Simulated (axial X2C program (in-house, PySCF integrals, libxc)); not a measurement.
# All-electron X2C curves of ZrN⁻

Aim: find the lowest determinant of ZrN⁻, scan the bond at several levels and fit the constants, once spin-free and once with spin–orbit coupling.

The runs use an in-house X2C program for linear molecules on PySCF integrals; all-electron X2C, Zr dyall-acv3z, N dyall-av3z.

All values are calculated.

### Step 1. The job

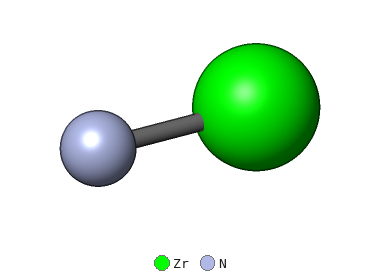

The two atoms at 1.870 Å (zirconium green, nitrogen light blue).

The input, task.json:

```json
{
 "zs": [
  40,
  7
 ],
 "q": -1,
 "bas": [
  "dyall-acv3z",
  "dyall-av3z"
 ],
 "levels": [
  "PBE0",
  "HF",
  "BP86"
 ],
 "cc": true,
 "r0": 1.87,
 "thr": -1.0,
 "nmax": 90,
 "npts": 10,
 "nst": 2,
 "ntry": 6
}
```

Keys: zs atomic numbers; q charge; bas basis sets; levels methods (HF also brings MP2); cc coupled cluster on or off; r0 starting distance in Å; thr threshold in hartree for freezing inner shells (an s shell follows its p shell); nmax most natural virtual spinors; npts points asked for on the curve; nst determinants followed; ntry starts of the search.

The run is started by

```
> python so2c.py task.json out
```

Spin-free means the one-electron spin-free X2C Hamiltonian; two-component (2c) means X2C with spin–orbit coupling and atomic mean-field two-electron Coulomb and Gaunt terms. Basis: Zr dyall-acv3z contracted to [12s13p10d6f3g], N dyall-av3z contracted to [7s7p3d2f]; Gaussian nuclei, density fitting. Masses: Zr 89.905 u, N 14.003 u.

Notation: σ, π±, δ± give the projection m of an orbital's angular momentum (0, ±1, ±2), α and β its spin, Λ and M_S the sums; ω is the projection of a spinor's total angular momentum and Ω the sum. Logs are in hartree.

The results follow Hamiltonian by Hamiltonian and level by level.

### Step 2. Search for the lowest determinant

PBE0 moves the distance from 1.870 Å to 1.703 Å and compares determinants there.

Spin-free determinants:

| ΔE (eV) | state | open shells |
| --- | --- | --- |
| 0.00 | M_S = 0, Λ = 0 | closed shell |
| 0.99 | M_S = 1, Λ = 2 | beyond closed shells: σα, δ+α |
| 1.00 | M_S = 1, Λ = 1 | beyond closed shells: σα, π+α |
| 1.32 | M_S = 0, Λ = 2 | beyond closed shells: σα, δ+β |
| 1.36 | M_S = 0, Λ = 1 | beyond closed shells: σα, π+β |
| 1.38 | M_S = 1, Λ = 0 | beyond closed shells: 2 × σα |

Two-component determinants:

| ΔE (eV) | state | open shells |
| --- | --- | --- |
| 0.00 | Ω = 0 | closed shell |
| 0.96 | Ω = 1 | excess of +ω over −ω: ω = -1/2, ω = 3/2 |
| 1.02 | Ω = 2 | excess of +ω over −ω: ω = 1/2, ω = 3/2 |
| 1.02 | Ω = 3 | excess of +ω over −ω: ω = 1/2, ω = 5/2 |
| 1.35 | Ω = 2 | excess of +ω over −ω: ω = -1/2, ω = 5/2 |
| 1.36 | Ω = 1 | excess of +ω over −ω: 2 × ω = 1/2 |
| 3.59 | Ω = 1 | excess of +ω over −ω: ω = -1/2, ω = 3/2 |

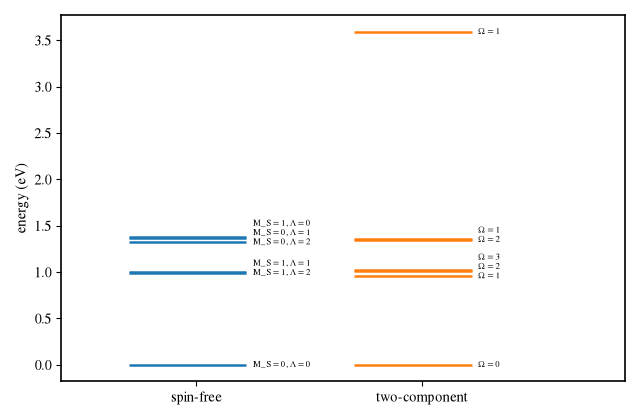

The determinants found, each set from its own lowest.

### Step 3. PBE0, spin-free

State followed: M_S = 0, Λ = 0 (closed shell). The scan is laid around 1.703 Å, a first estimate of the minimum, and this SCF restarts from the orbitals of the search.

The SCF at the reference distance of 1.703 Å:

```text
spin-free X2C-1e  PBE0
basis functions 227  fitting functions 1050  grid points 5076
iter        total energy     max residual
   1      -3652.810964076     4.67e-05
   2      -3652.810964100     2.75e-05
   3      -3652.810964108     5.04e-06
converged
one-electron -5224.58188914  Coulomb 1606.53070944  exact exchange -29.91545131  xc functional -91.84939420  nuclear repulsion 87.00506110
```

Along the bond, energies from the lowest point:

| R (Å) | E (eV) | μ (D) | HOMO (eV) | LUMO (eV) | iterations |
| --- | --- | --- | --- | --- | --- |
| 1.550 | 0.6826 | 1.07 | 0.16 | 1.71 | 52 |
| 1.601 | 0.2780 | 0.41 | 0.09 | 1.72 | 52 |
| 1.652 | 0.0622 | -0.21 | 0.02 | 1.73 | 49 |
| 1.703 | 0.0000 | -0.79 | -0.05 | 1.74 | 3 |
| 1.763 | 0.0819 | -1.41 | -0.13 | 1.75 | 41 |
| 1.822 | 0.2931 | -1.98 | -0.20 | 1.75 | 40 |
| 1.899 | 0.7033 | -2.65 | -0.28 | 1.76 | 39 |

Dipoles are positive if N is the positive end and refer to the centre of mass.

Outer orbitals at the reference distance:

```json
{"symmetry": "σα", "occupied": "yes", "ε (eV)": "-29.54", "atomic character": "87% Zr p, 5% N p, 4% N s"}
{"symmetry": "π+α", "occupied": "yes", "ε (eV)": "-29.14", "atomic character": "95% Zr p, 2% N d, 2% N f"}
{"symmetry": "π-α", "occupied": "yes", "ε (eV)": "-29.14", "atomic character": "95% Zr p, 2% N d, 2% N f"}
{"symmetry": "σα", "occupied": "yes", "ε (eV)": "-12.59", "atomic character": "60% N s, 17% Zr d, 10% Zr p"}
{"symmetry": "π+α", "occupied": "yes", "ε (eV)": "-2.40", "atomic character": "57% N p, 35% Zr d, 3% Zr f"}
{"symmetry": "π-α", "occupied": "yes", "ε (eV)": "-2.40", "atomic character": "57% N p, 35% Zr d, 3% Zr f"}
{"symmetry": "σα", "occupied": "yes", "ε (eV)": "-1.89", "atomic character": "52% N p, 32% Zr d, 7% Zr p"}
{"symmetry": "σα", "occupied": "yes", "ε (eV)": "-0.05", "atomic character": "65% Zr s, 13% Zr p, 11% N p"}
{"symmetry": "π+α", "occupied": "no", "ε (eV)": "1.74", "atomic character": "99% Zr p"}
{"symmetry": "π-α", "occupied": "no", "ε (eV)": "1.74", "atomic character": "99% Zr p"}
{"symmetry": "σα", "occupied": "no", "ε (eV)": "1.78", "atomic character": "92% Zr p, 6% Zr s"}
{"symmetry": "σα", "occupied": "no", "ε (eV)": "2.15", "atomic character": "91% Zr s, 7% Zr p"}
```

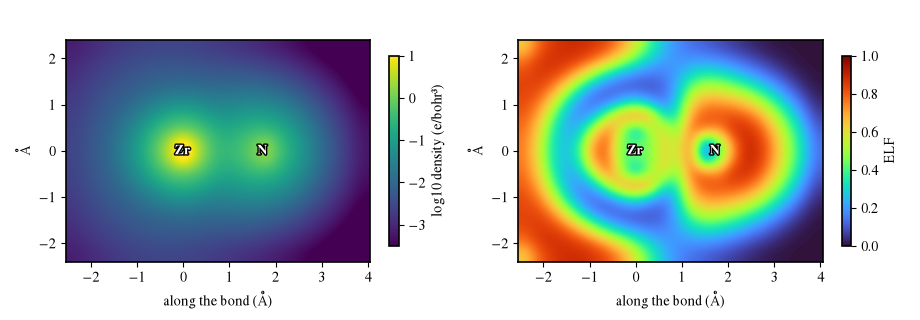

PBE0 fields in a plane through the axis, from a grid of 0.3 Å; Zr lies at z = 0 and N at z = 1.703 Å; the ELF is damped to zero where the density is low.

Re = 1.701 Å, ωe = 1034 cm⁻¹, ωexe = 2.87 cm⁻¹, Be = 0.4807 cm⁻¹, De = 6.95 eV, μ = -0.77 D.

### Step 4. HF, spin-free

Output at 1.703 Å:

```text
spin-free X2C-1e  HF
basis functions 227  fitting functions 1050  grid points 5076
iter        total energy     max residual
   1      -3650.707923856     4.01e-01
   2      -3650.731689634     1.36e-02
   3      -3650.732916666     7.39e-02
   4      -3650.735178109     8.52e-03
   5      -3650.735273887     2.14e-03
   6      -3650.735293749     9.00e-04
   7      -3650.735294740     1.06e-04
   8      -3650.735294864     4.33e-05
   9      -3650.735294891     7.58e-06
  10      -3650.735294893     4.01e-06
  11      -3650.735294894     2.23e-06
converged
one-electron -5222.24526651  Coulomb 1604.20399003  exact exchange -119.69907952  xc functional 0.00000000  nuclear repulsion 87.00506110
```

Re = 1.673 Å, ωe = 1086 cm⁻¹, ωexe = 2.4 cm⁻¹, Be = 0.4972 cm⁻¹, De = 2.29 eV, μ = -0.09 D.

### Step 5. BP86, spin-free

The SCF at the reference distance of 1.703 Å:

```text
spin-free X2C-1e  BP86
basis functions 227  fitting functions 1050  grid points 5076
iter        total energy     max residual
   1      -3653.659831456     1.90e-01
   2      -3653.662327743     1.23e-01
   3      -3653.664052171     1.56e-02
   4      -3653.664148537     1.14e-02
   5      -3653.664262772     1.69e-03
   6      -3653.664271681     1.67e-03
   7      -3653.664274814     2.29e-04
   8      -3653.664275047     2.02e-04
   9      -3653.664275104     1.69e-05
  10      -3653.664275107     8.03e-06
converged
one-electron -5225.04251645  Coulomb 1606.99466230  exact exchange 0.00000000  xc functional -122.62148206  nuclear repulsion 87.00506110
```

Re = 1.731 Å, ωe = 976 cm⁻¹, ωexe = 3.1 cm⁻¹, Be = 0.4642 cm⁻¹, De = 7.73 eV, μ = -1.10 D.

### Step 6. MP2 and beyond, spin-free

Correlated methods: 10 electrons correlated (frozen shells, counted by type: Zr 4 s, 3 p, 1 d; N 1 s), 326 virtual spinors in MP2, 88 natural virtuals in coupled cluster.

Output of the correlated part at 1.703 Å:

```text
correlated 10  virtual 326  natural virtual 88  E(MP2) -0.369226014  MP2 remainder -0.020458244
iter   CCSD correlation   residual
   1     -0.297098204   3.08e-01
   2     -0.321678098   1.74e-01
   3     -0.326207474   5.41e-02
   4     -0.326417307   2.47e-02
   5     -0.326735985   7.90e-03
   6     -0.326723358   2.81e-03
   7     -0.326682848   1.10e-03
   8     -0.326695361   3.76e-04
   9     -0.326702314   1.30e-04
  10     -0.326699001   5.53e-05
  11     -0.326700777   2.76e-05
  12     -0.326700779   1.12e-05
(T) -0.024484491  T1 0.0495  D1 0.0784  max T2 0.176
```

T1 in the output is the amplitude norm over the root of the electron number; divide by √2 for the Lee–Taylor value.

MP2: No constants are quoted: too few points lie around the minimum for a second fit to confirm the first.

CCSD: Re = 1.724 Å, ωe = 1004 cm⁻¹, ωexe = 2.89 cm⁻¹, Be = 0.4681 cm⁻¹, De = 6.69 eV. T1 at Re = 0.036 (Lee–Taylor, the printed value over √2).

CCSD(T): Re = 1.747 Å, ωe = 946 cm⁻¹, ωexe = 3.19 cm⁻¹, Be = 0.4557 cm⁻¹, De = 7.16 eV. T1 at Re = 0.037 (Lee–Taylor, the printed value over √2).

### Step 7. A higher determinant, spin-free

State: M_S = 1, Λ = 2 (beyond closed shells: σα, δ+α).

Output at the reference distance:

```text
spin-free X2C-1e  PBE0
basis functions 227  fitting functions 1050  grid points 5076
iter        total energy     max residual
   1      -3652.774481685     2.63e-05
   2      -3652.774481721     2.10e-05
   3      -3652.774481728     1.81e-05
converged
one-electron -5227.45631991  Coulomb 1609.54520102  exact exchange -29.94254086  xc functional -91.92588308  nuclear repulsion 87.00506110
```

| R (Å) | E above the lowest PBE0 point (eV) |
| --- | --- |
| 1.550 | 1.779 |
| 1.601 | 1.350 |
| 1.652 | 1.099 |
| 1.703 | 0.993 |
| 1.763 | 1.014 |
| 1.822 | 1.157 |
| 1.899 | 1.469 |

Re = 1.723 Å, ωe = 955 cm⁻¹, ωexe = 3.16 cm⁻¹, Be = 0.4686 cm⁻¹, μ = -3.26 D. Te = 0.98 eV.

### Step 8. The spin-free curves together

Energy (eV) of the followed determinant, spin-free, from each level's lowest point:

| R (Å) | PBE0 | HF | MP2 | CCSD | CCSD(T) | BP86 |
| --- | --- | --- | --- | --- | --- | --- |
| 1.550 | 0.683 | 0.462 | 1.250 | 0.869 | 1.044 | 0.902 |
| 1.601 | 0.278 | 0.139 | 0.681 | 0.397 | 0.529 | 0.421 |
| 1.652 | 0.062 | 0.000 | 0.306 | 0.119 | 0.205 | 0.133 |
| 1.703 | 0.000 | 0.011 | 0.090 | 0.000 | 0.037 | 0.000 |
| 1.763 | 0.082 | 0.175 | 0.000 | 0.021 | 0.000 | 0.002 |
| 1.822 | 0.293 | 0.468 | 0.048 | 0.178 | 0.096 | 0.136 |
| 1.899 | 0.703 | 0.984 | 0.259 | 0.527 | 0.362 | 0.449 |

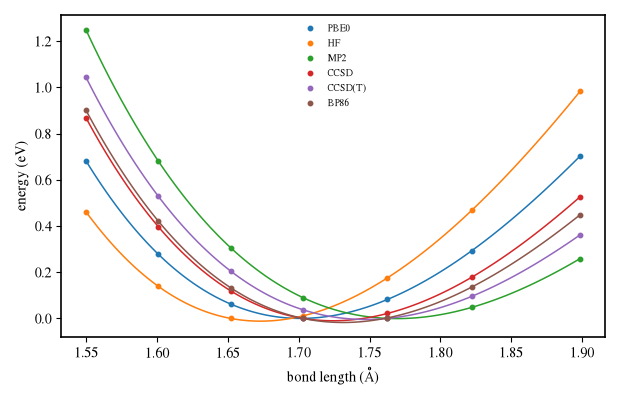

Curves of the followed state, spin-free, each from its own lowest point.

### Step 9. PBE0, 2c

State followed: Ω = 0 (closed shell). The scan is laid around 1.703 Å, a first estimate of the minimum, and this SCF restarts from the orbitals of the search.

The SCF at the reference distance of 1.703 Å:

```text
two-component X2C + atomic mean field  PBE0
basis functions 227  fitting functions 1050  grid points 5076
iter        total energy     max residual
   1      -3651.424839221     2.22e-05
   2      -3651.424839223     1.50e-05
converged
one-electron -5220.91122290  Coulomb 1605.79215155  exact exchange -29.90201334  xc functional -91.80862565  nuclear repulsion 87.00506110  atomic mean-field constant -1.60018998
```

Along the bond, energies from the lowest point:

| R (Å) | E (eV) | μ (D) | HOMO (eV) | LUMO (eV) | iterations |
| --- | --- | --- | --- | --- | --- |
| 1.550 | 0.6791 | 1.08 | 0.16 | 1.71 | 51 |
| 1.601 | 0.2758 | 0.42 | 0.09 | 1.72 | 49 |
| 1.652 | 0.0612 | -0.20 | 0.02 | 1.73 | 46 |
| 1.703 | 0.0000 | -0.78 | -0.05 | 1.74 | 2 |
| 1.763 | 0.0829 | -1.40 | -0.13 | 1.75 | 45 |
| 1.822 | 0.2949 | -1.97 | -0.20 | 1.75 | 40 |
| 1.899 | 0.7060 | -2.64 | -0.28 | 1.76 | 40 |

Dipoles are positive if N is the positive end and refer to the centre of mass.

Outer spinors at the reference distance:

| ω | occupied | ε (eV) | atomic character | λ mixture |
| --- | --- | --- | --- | --- |
| 1/2 | yes | -30.39 | 92% Zr p, 2% N p, 2% N d | 56% π, 44% σ |
| 1/2 | yes | -28.82 | 90% Zr p, 3% N p, 3% N s | 56% σ, 44% π |
| 3/2 | yes | -28.54 | 94% Zr p, 2% N d, 2% N f | 100% π |
| 1/2 | yes | -12.59 | 60% N s, 17% Zr d, 10% Zr p | 100% σ |
| 1/2 | yes | -2.43 | 57% N p, 35% Zr d, 3% Zr f | 100% π |
| 3/2 | yes | -2.39 | 57% N p, 35% Zr d, 3% Zr f | 100% π |
| 1/2 | yes | -1.90 | 52% N p, 32% Zr d, 7% Zr p | 100% σ |
| 1/2 | yes | -0.05 | 65% Zr s, 13% Zr p, 11% N p | 100% σ |
| 1/2 | no | 1.74 | 99% Zr p | 100% π |
| 3/2 | no | 1.74 | 99% Zr p | 100% π |
| 1/2 | no | 1.78 | 92% Zr p, 7% Zr s | 100% σ |
| 1/2 | no | 2.17 | 90% Zr s, 7% Zr p | 100% σ |

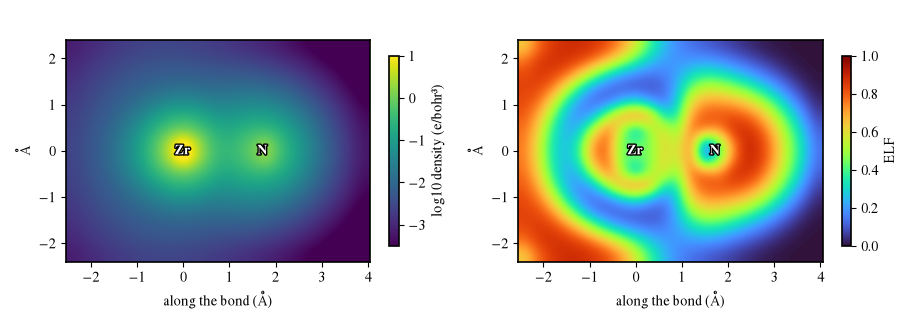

PBE0 fields in a plane through the axis, from a grid of 0.3 Å; Zr lies at z = 0 and N at z = 1.703 Å; the ELF is damped to zero where the density is low.

Re = 1.701 Å, ωe = 1034 cm⁻¹, ωexe = 2.87 cm⁻¹, Be = 0.4809 cm⁻¹, De = 6.92 eV, μ = -0.76 D.

### Step 10. HF, 2c

Output at 1.703 Å:

```text
two-component X2C + atomic mean field  HF
basis functions 227  fitting functions 1050  grid points 5076
iter        total energy     max residual
   1      -3649.322253597     4.01e-01
   2      -3649.346014769     1.33e-02
   3      -3649.347244097     7.37e-02
   4      -3649.349502262     8.50e-03
   5      -3649.349597946     2.15e-03
   6      -3649.349617898     9.04e-04
   7      -3649.349618954     1.01e-04
   8      -3649.349619107     5.42e-05
   9      -3649.349619154     1.21e-05
  10      -3649.349619161     6.43e-06
  11      -3649.349619164     3.66e-06
  12      -3649.349619165     1.52e-06
converged
one-electron -5218.57365447  Coulomb 1603.46443868  exact exchange -119.64527450  xc functional 0.00000000  nuclear repulsion 87.00506110  atomic mean-field constant -1.60018998
```

Re = 1.672 Å, ωe = 1086 cm⁻¹, ωexe = 2.4 cm⁻¹, Be = 0.4974 cm⁻¹, De = 2.25 eV, μ = -0.08 D.

### Step 11. BP86, 2c

The SCF at the reference distance of 1.703 Å:

```text
two-component X2C + atomic mean field  BP86
basis functions 227  fitting functions 1050  grid points 5076
iter        total energy     max residual
   1      -3652.273274335     1.90e-01
   2      -3652.275770577     1.23e-01
   3      -3652.277494979     1.55e-02
   4      -3652.277591837     1.13e-02
   5      -3652.277705719     1.69e-03
   6      -3652.277714649     1.67e-03
   7      -3652.277717788     2.01e-04
   8      -3652.277718022     2.02e-04
   9      -3652.277718080     1.69e-05
  10      -3652.277718083     8.89e-06
converged
one-electron -5221.37157800  Coulomb 1606.25580935  exact exchange 0.00000000  xc functional -122.56682056  nuclear repulsion 87.00506110  atomic mean-field constant -1.60018998
```

Re = 1.731 Å, ωe = 976 cm⁻¹, ωexe = 3.11 cm⁻¹, Be = 0.4644 cm⁻¹, De = 7.71 eV, μ = -1.08 D.

### Step 12. MP2 and beyond, 2c

Correlated methods: 10 electrons correlated (frozen shells, counted by type: Zr 4 s, 3 p, 1 d; N 1 s), 326 virtual spinors in MP2, 90 natural virtuals in coupled cluster.

Output of the correlated part at 1.703 Å:

```text
correlated 10  virtual 326  natural virtual 90  E(MP2) -0.369200602  MP2 remainder -0.020081222
iter   CCSD correlation   residual
   1     -0.297261803   3.08e-01
   2     -0.321825806   1.74e-01
   3     -0.326372661   5.41e-02
   4     -0.326591106   2.47e-02
   5     -0.326899271   7.83e-03
   6     -0.326886367   2.81e-03
   7     -0.326846442   1.11e-03
   8     -0.326859177   3.89e-04
   9     -0.326866283   1.41e-04
  10     -0.326862776   6.62e-05
  11     -0.326864797   3.79e-05
  12     -0.326864730   2.04e-05
  13     -0.326864465   1.19e-05
  14     -0.326864594   7.23e-06
  15     -0.326864393   3.78e-06
  16     -0.326864457   1.73e-06
  17     -0.326864436   7.89e-07
  18     -0.326864434   3.60e-07
(T) -0.024523873  T1 0.0495  D1 0.0785  max T2 0.178
```

MP2: No constants are quoted: too few points lie around the minimum for a second fit to confirm the first.

CCSD: Re = 1.724 Å, ωe = 1004 cm⁻¹, ωexe = 2.89 cm⁻¹, Be = 0.4683 cm⁻¹, De = 6.65 eV. T1 at Re = 0.036 (Lee–Taylor, the printed value over √2).

CCSD(T): Re = 1.747 Å, ωe = 946 cm⁻¹, ωexe = 3.19 cm⁻¹, Be = 0.4559 cm⁻¹, De = 7.12 eV. T1 at Re = 0.037 (Lee–Taylor, the printed value over √2).

### Step 13. A higher determinant, 2c

State: Ω = 1 (excess of +ω over −ω: ω = -1/2, ω = 3/2).

Output at the reference distance:

```text
two-component X2C + atomic mean field  PBE0
basis functions 227  fitting functions 1050  grid points 5076
iter        total energy     max residual
   1      -3651.389647573     3.21e-05
   2      -3651.389647596     3.13e-05
   3      -3651.389647648     5.68e-05
   4      -3651.389647680     4.05e-05
   5      -3651.389647701     2.07e-05
   6      -3651.389647740     7.22e-05
   7      -3651.389647772     4.79e-05
   8      -3651.389647779     1.24e-05
converged
one-electron -5223.83775458  Coulomb 1608.85909824  exact exchange -29.92948530  xc functional -91.88637727  nuclear repulsion 87.00506110  atomic mean-field constant -1.60018998
```

| R (Å) | E above the lowest PBE0 point (eV) |
| --- | --- |
| 1.550 | 1.602 |
| 1.601 | 1.218 |
| 1.652 | 1.008 |
| 1.703 | 0.958 |
| 1.763 | 0.979 |
| 1.822 | 1.121 |
| 1.899 | 1.433 |

No constants are quoted: the points don't follow one smooth fit.

### Step 14. The 2c curves together

Energy (eV) of the followed determinant, 2c, from each level's lowest point:

| R (Å) | PBE0 | HF | MP2 | CCSD | CCSD(T) | BP86 |
| --- | --- | --- | --- | --- | --- | --- |
| 1.550 | 0.679 | 0.459 | 1.244 | 0.865 | 1.039 | 0.898 |
| 1.601 | 0.276 | 0.138 | 0.677 | 0.395 | 0.526 | 0.419 |
| 1.652 | 0.061 | 0.000 | 0.304 | 0.118 | 0.203 | 0.132 |
| 1.703 | 0.000 | 0.012 | 0.089 | 0.000 | 0.036 | 0.000 |
| 1.763 | 0.083 | 0.178 | 0.000 | 0.023 | 0.000 | 0.003 |
| 1.822 | 0.295 | 0.472 | 0.049 | 0.180 | 0.096 | 0.137 |
| 1.899 | 0.706 | 0.989 | 0.261 | 0.530 | 0.363 | 0.451 |

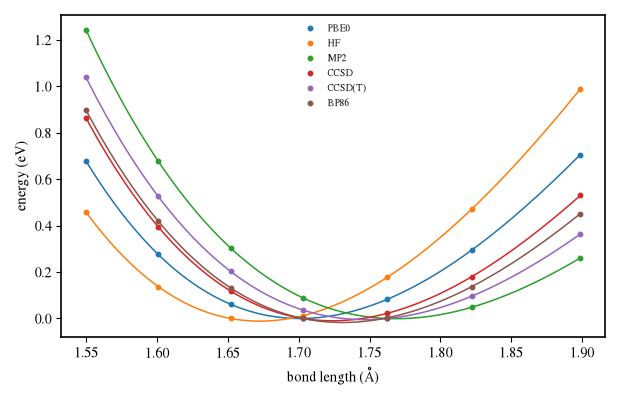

Curves of the followed state, 2c, each from its own lowest point.

The whole job took 3.6 min on 1 thread of AMD EPYC 7B13 (Zen 3), shared host; peak memory 0.69 GiB.

### Step 15. Results

Lowest determinant that the search found at its distance, spin-free: M_S = 0, Λ = 0 (closed shell).

Lowest determinant that the search found at its distance, 2c: Ω = 0 (closed shell).

| Hamiltonian | level | Re (Å) | ωe (cm⁻¹) | De (eV) | μ (D) |
| --- | --- | --- | --- | --- | --- |
| spin-free | PBE0 | 1.701 | 1034 | 6.95 | -0.77 |
| spin-free | HF | 1.673 | 1086 | 2.29 | -0.09 |
| spin-free | CCSD | 1.724 | 1004 | 6.69 | n/a |
| spin-free | CCSD(T) | 1.747 | 946 | 7.16 | n/a |
| spin-free | BP86 | 1.731 | 976 | 7.73 | -1.10 |
| 2c | PBE0 | 1.701 | 1034 | 6.92 | -0.76 |
| 2c | HF | 1.672 | 1086 | 2.25 | -0.08 |
| 2c | CCSD | 1.724 | 1004 | 6.65 | n/a |
| 2c | CCSD(T) | 1.747 | 946 | 7.12 | n/a |
| 2c | BP86 | 1.731 | 976 | 7.71 | -1.08 |

Dipoles are positive if N is the positive end and refer to the centre of mass. No constants: spin-free MP2 (too few points lie around the minimum for a second fit to confirm the first); 2c MP2 (too few points lie around the minimum for a second fit to confirm the first).

Time per point (s) on 1 thread of AMD EPYC 7B13 (Zen 3), shared host (2c runs; CCSD comes with the CCSD(T) run); the times are rough: PBE0 1.6, HF 1, CCSD(T) 5, BP86 0.95.

**Reading.** At CCSD(T), going from spin-free to two-component changes Re by 0 mÅ, ωe by 0.0 %, which is small (part of it comes from the scalar share of the two-electron terms). De moves by -0.03 eV; both De rest on single-determinant atoms, which can miss part of an open shell's spin–orbit lowering.

De refers to Zr- + N, each in the lowest determinant found, which need not be this curve's own limit. The state is a single determinant with fixed occupations, the lowest that a limited PBE0 search found. Closed shells are restricted here (equal orbitals for both partners), which fails at long range if the bond breaks into open shells. De is counted from the lowest determinant-based energies of the atoms at the same level, without counterpoise correction. CCSD and (T) use frozen natural virtuals with an MP2 correction for the truncation. With the outer-core shells frozen, correlated bond lengths of heavy atoms tend to come out a few hundredths of an ångström too long. T1 at Re is 0.037 (Lee–Taylor), above the customary mark of 0.02.
